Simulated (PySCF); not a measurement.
# CH6AsB (SMILES CB[AsH2]) at SVWN5/6-31G(d) (spherical functions)

Aim: the vertical ionisation energy of CH6AsB at SVWN5/6-31G* (spherical functions), from 2 runs. The job is set up through a Python script.

Program for the calculation: PySCF 2.14.0.

## Step 1: The molecule

CH6AsB has 9 atoms, charge 0, and is taken as a singlet. As SMILES, `CB[AsH2]`. Geometry: a GFN2-xTB relaxation, a rough one for these elements and not checked as a minimum. This is one conformer, not always the lowest.

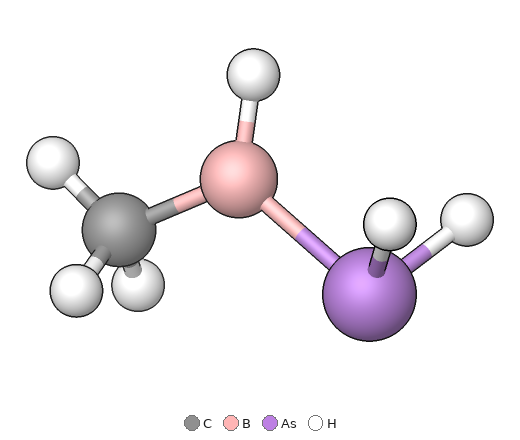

Viewed from a chosen angle; carbon grey, boron pink, arsenic purple, hydrogen white.

## Step 2: A single-point energy at SVWN5/6-31G(d) (spherical functions)

Input file input.py:

```python
# CB[AsH2]
from pyscf import gto, dft

mol = gto.Mole()
mol.atom = '''
C   -0.669400   0.978610  -0.753440
B    0.372700  -0.061900  -0.219080
As  -0.027060  -1.111450   1.478610
H   -1.622760   0.482480  -0.953920
H   -0.378410   1.512160  -1.655940
H   -0.894950   1.721140   0.016000
H    1.377420  -0.239500  -0.800340
H    0.478160  -2.398890   0.876330
H    1.364310  -0.882660   2.011790
'''
mol.basis = '6-31g*'
mol.spin = 0
mol.verbose = 3
mol.max_memory = 1860
mol.charge = 0
mol.build()

mf = dft.RKS(mol)
mf.xc = 'svwn'
mf.conv_tol = 1e-10
mf.grids.level = 0
mf.kernel()
if not mf.converged:
    mf = mf.newton().run(mf.mo_coeff, mf.mo_occ)

e_final = mf.e_tot
print(f'total energy: {e_final:.8f} hartree')
```

The run is started by

```bash
$ OMP_NUM_THREADS=1 python input.py
```

Output:

```text
converged SCF energy = -2298.15395604782
total energy: -2298.15395605 hartree
```

Run time: 1.8 s. Hardware: 1 thread of Arm Neoverse V2, shared host; peak memory 0.14 GiB.

## Step 3: The doublet cation

Input file start.xyz:

```xyz
9
CH6AsB
C     -0.669400     0.978610    -0.753440
B      0.372700    -0.061900    -0.219080
As    -0.027060    -1.111450     1.478610
H     -1.622760     0.482480    -0.953920
H     -0.378410     1.512160    -1.655940
H     -0.894950     1.721140     0.016000
H      1.377420    -0.239500    -0.800340
H      0.478160    -2.398890     0.876330
H      1.364310    -0.882660     2.011790
```

Input file job.py:

```python
from pyscf import gto, dft

mol = gto.M(
    atom='start.xyz',
    max_memory=1860,
    spin=1,
    charge=1,
    verbose=4,
    basis='6-31g*',
)

ks = dft.UKS(mol, xc='svwn')
ks.grids.level = 0
ks.conv_tol = 1e-10
ks.kernel()
if not ks.converged:
    ks = ks.newton().run(ks.mo_coeff, ks.mo_occ)

e_tot = ks.e_tot
print(f'total energy: {e_tot:.8f} hartree')
```

The run is started by

```bash
$ OMP_NUM_THREADS=1 python job.py
```

Output:

```text
PySCF version 2.14.0

[INPUT] num. atoms = 9
[INPUT] num. electrons = 49
[INPUT] charge = 1
[INPUT] spin (= nelec alpha-beta = 2S) = 1
[INPUT] symmetry False subgroup None
[INPUT] Mole.unit = angstrom
[INPUT] Symbol           X                Y                Z      unit          X                Y                Z       unit  Magmom
[INPUT]  1 C     -0.669400000000   0.978610000000  -0.753440000000 AA   -1.264982667784   1.849304882761  -1.423795251292 Bohr   0.0
[INPUT]  2 B      0.372700000000  -0.061900000000  -0.219080000000 AA    0.704300926625  -0.116974047111  -0.414001199370 Bohr   0.0
[INPUT]  3 As    -0.027060000000  -1.111450000000   1.478610000000 AA   -0.051135988931  -2.100336101148   2.794167945043 Bohr   0.0
[INPUT]  4 H     -1.622760000000   0.482480000000  -0.953920000000 AA   -3.066571965899   0.911755060580  -1.802647544745 Bohr   0.0
[INPUT]  5 H     -0.378410000000   1.512160000000  -1.655940000000 AA   -0.715091262797   2.857568256522  -3.129273078712 Bohr   0.0
[INPUT]  6 H     -0.894950000000   1.721140000000   0.016000000000 AA   -1.691210395180   3.252483222034   0.030235617993 Bohr   0.0
[INPUT]  7 H      1.377420000000  -0.239500000000  -0.800340000000 AA    2.602946558498  -0.452589406833  -1.512423406534 Bohr   0.0
[INPUT]  8 H      0.478160000000  -2.398890000000   0.876330000000 AA    0.903591443722  -4.533245102958   1.656023694740 Bohr   0.0
[INPUT]  9 H      1.364310000000  -0.882660000000   2.011790000000 AA    2.578172249005  -1.667985661109   3.801732120139 Bohr   0.0

nuclear repulsion = 153.094843714831
number of shells = 36
number of NR pGTOs = 173
number of NR cGTOs = 72
basis = 6-31g*
ecp = {}

******** <class 'pyscf.dft.uks.UKS'> ********
method = UKS
initial guess = minao
damping factor = 0
level_shift factor = 0
DIIS = <class 'pyscf.scf.diis.CDIIS'>
diis_start_cycle = 1
diis_space = 8
diis_damp = 0
SCF conv_tol = 1e-10
SCF conv_tol_grad = None
SCF max_cycles = 50
direct_scf = True
direct_scf_tol = 1e-13
number electrons alpha = 25  beta = 24
XC library pyscf.dft.libxc version 7.0.0
    S. Lehtola, C. Steigemann, M. J.T. Oliveira, and M. A.L. Marques.,  SoftwareX 7, 1–5 (2018)
XC functionals = svwn
    P. A. M. Dirac.,  Math. Proc. Cambridge Philos. Soc. 26, 376 (1930)
    F. Bloch.,  Z. Phys. 57, 545 (1929)
    S. H. Vosko, L. Wilk, and M. Nusair.,  Can. J. Phys. 58, 1200 (1980)
radial grids:
    Treutler-Ahlrichs [JCP 102, 346 (1995); DOI:10.1063/1.469408] (M4) radial grids

becke partition: Becke, JCP 88, 2547 (1988); DOI:10.1063/1.454033
pruning grids: <function nwchem_prune>
grids dens level: 0
symmetrized grids: False
atomic radii adjust function: <function treutler_atomic_radii_adjust>
small_rho_cutoff = 0
Set gradient conv threshold to 1e-05
tot grids = 8344
init E= -2297.36227511591
[... the frontier-level lines of each cycle are left out ...]

cycle= 1 E= -2297.7503084829  delta_E= -0.388  |g|= 0.389  |ddm|= 1.85
cycle= 2 E= -2297.3283606662  delta_E= 0.422  |g|= 0.799  |ddm|= 1.26
cycle= 3 E= -2297.79173021378  delta_E= -0.463  |g|= 0.158  |ddm|= 1.23
cycle= 4 E= -2297.81292127389  delta_E= -0.0212  |g|= 0.0599  |ddm|= 0.336
cycle= 5 E= -2297.81398728955  delta_E= -0.00107  |g|= 0.0489  |ddm|= 0.154
cycle= 6 E= -2297.81587108708  delta_E= -0.00188  |g|= 0.00638  |ddm|= 0.0706
cycle= 7 E= -2297.81589276369  delta_E= -2.17e-05  |g|= 0.00208  |ddm|= 0.0114
cycle= 8 E= -2297.81589642317  delta_E= -3.66e-06  |g|= 0.000442  |ddm|= 0.00378
cycle= 9 E= -2297.81589655107  delta_E= -1.28e-07  |g|= 9.15e-05  |ddm|= 0.000743
cycle= 10 E= -2297.81589655469  delta_E= -3.61e-09  |g|= 5.9e-05  |ddm|= 0.000212
cycle= 11 E= -2297.81589655751  delta_E= -2.83e-09  |g|= 1.53e-05  |ddm|= 0.000101
cycle= 12 E= -2297.81589655767  delta_E= -1.53e-10  |g|= 8.61e-06  |ddm|= 4.37e-05
cycle= 13 E= -2297.81589655775  delta_E= -8.09e-11  |g|= 1.49e-06  |ddm|= 2.09e-05
Extra cycle  E= -2297.81589655774  delta_E= 4.55e-12  |g|= 3.35e-06  |ddm|= 8.92e-06
converged SCF energy = -2297.81589655774  <S^2> = 0.75116193  2S+1 = 2.0011616
total energy: -2297.81589656 hartree
```

It took 2 s on 1 thread of Arm Neoverse V2, shared host; peak memory 0.14 GiB.

## Step 4: Outcome

At SVWN5/6-31G* (spherical functions):

```
                                          quantity           value
                      singlet CH6AsB: total energy  -2298.15396 Eh
                     singlet CH6AsB: dipole moment          1.33 D
                       singlet CH6AsB: HOMO energy        -5.88 eV
                       singlet CH6AsB: LUMO energy        -2.63 eV
                     singlet CH6AsB: HOMO–LUMO gap         3.25 eV
                      doublet cation: total energy  -2297.81590 Eh
doublet cation: HOMO energy (highest over α and β)       -13.24 eV
 doublet cation: LUMO energy (lowest over α and β)       -12.46 eV
                              doublet cation: ⟨S²⟩           0.751
vertical ionisation energy (to the doublet cation)        9.199 eV
```

What this shows: Removing an electron at fixed nuclei costs 9.20 eV (212 kcal/mol). −ε(HOMO) before ionisation, 5.88 eV, is 3.32 eV below this ionisation energy. Mulliken charges (doublet cation) run from -0.70 on C1 to +0.28 on H5; they depend strongly on the basis.
